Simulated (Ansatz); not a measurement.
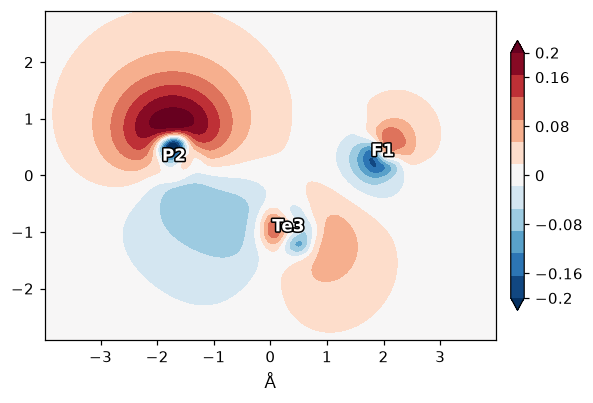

FHPTe (charge −1). The HOMO on the plane of atoms F1, Te3 and P2 (values in Å⁻³ᐟ²; the overall sign is arbitrary).

Geometry: B3LYP-D3(BJ)/def2-SVPD; core potentials replace the inner electrons of Te.

Method: isolated molecule in a Gaussian basis; Kohn-Sham density functional theory, functional PBE0 (Ansatz).

```csv
atom,x (Å),y (Å),z (Å)
F,-2.0952,-0.3917,1.4059
P,1.1211,-0.0665,-0.3857
Te,-0.5846,-1.5249,0.4211
H,1.9493,-0.0543,0.7964
```

Q: Describe this orbital and give its energy.

A: Its weight (Hirshfeld) is mainly on Te3 (about 70 %) and P2 (about 20 %). Its energy is −1.25 eV.
